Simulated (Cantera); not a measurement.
Charge: 1 mol SiO2, 0.98 mol H2, 3 mol N2, at 1 atm.

These are equilibrium values from Cantera (NASA tables, ideal gas, pure condensed phases), not measurements of a reactor. Candidate condensed phases: H2O, Si, SiO2, Si2N2O, Si3N4; 35 gas species. N2 is the only nitrogen source here; it is nearly inert below about 1500 K, so the nitride shown seldom forms there in practice. Mutual solubility and eutectic melting of coexisting phases are not modelled. The tables hold silica as quartz up to 1696 K and as liquid above; real silica turns to tridymite and cristobalite and melts near 1996 K. The numbers say what is thermodynamically allowed, not how fast it happens.

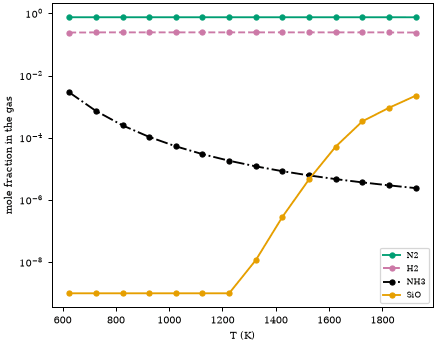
Figure: Equilibrium gas composition (values under 1e-9 drawn at 1e-9)

Q: Read off the mole fractions at 925 K.

A: N2 about 0.75, H2 about 0.25, NH3 about 0.00011.
